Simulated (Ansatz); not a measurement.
The parent structure is SiC (space group P6_3mc, No. 186; a = 3.094 Å, c = 10.129 Å). Axes: x lies along a and z along c of the hexagonal cell.

Structures relaxed with PBE (Ansatz, a program for electronic structure), no spin-orbit coupling.

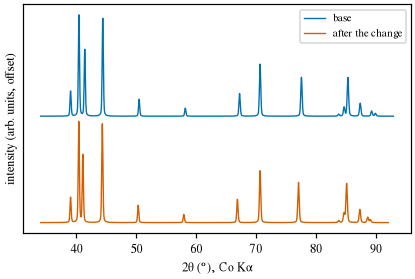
Figure: Simulated powder patterns before (top) and after one change

Task: Name the change that was made.
A. uniaxial strain ε_zz = +1.50 %
B. uniaxial strain ε_zz = +3.00 %
C. uniaxial strain ε_zz = +0.75 %
D. uniaxial strain ε_zz = +2.25 %

Result: C, uniaxial strain ε_zz = +0.75 %. Its volume per atom is 10.58 Å³ against 10.50 Å³, and its space group is P6_3mc (No. 186).

Stability against distortions was not tested.
